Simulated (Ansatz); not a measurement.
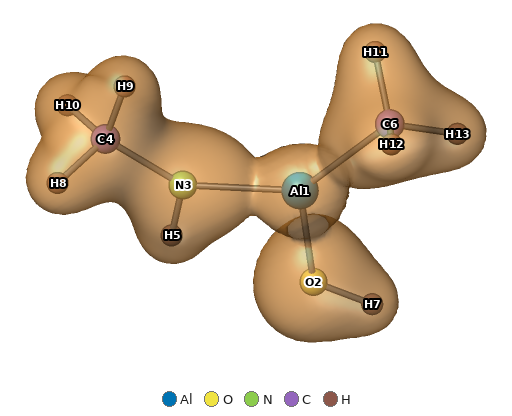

C₂H₈AlNO. Isosurface of the electron density at 0.4 e/Å³ (orange), seen at an oblique angle.

Not at a stationary point (largest force 1.6 eV/Å).

The calculation used UKS PBE/def2-SVP (Ansatz).

```xyz
13

Al    0.5097   -0.2196   -0.5962
O     1.4251    0.8336   -1.7580
N    -0.2995    1.0925    0.2771
C    -1.2044    1.4031    1.3524
H     0.0854    1.8950   -0.2354
C     0.4815   -2.1700   -0.4360
H     2.0103    0.4372   -2.4234
H    -2.1116    1.9612    1.0180
H    -1.5687    0.4715    1.8336
H    -0.7354    2.0135    2.1612
H     0.5344   -2.4774    0.6291
H    -0.4558   -2.5933   -0.8539
H     1.3290   -2.6473   -0.9684
```

Q: What does this surface tell about the bonding?

A: At this value the surface is in one piece. It bridges the sampled C–N (1.44 Å), Al–N (1.77 Å), Al–O (1.82 Å) and C–Al (1.96 Å) contacts, where the density stays above the isovalue. On the grid the lowest density along these lines, outside the cores, is 1.8 e/Å³ (C–N, 1.44 Å), 0.68 e/Å³ (Al–N, 1.77 Å), 0.56 e/Å³ (Al–O, 1.82 Å) and 0.59 e/Å³ (C–Al, 1.96 Å).
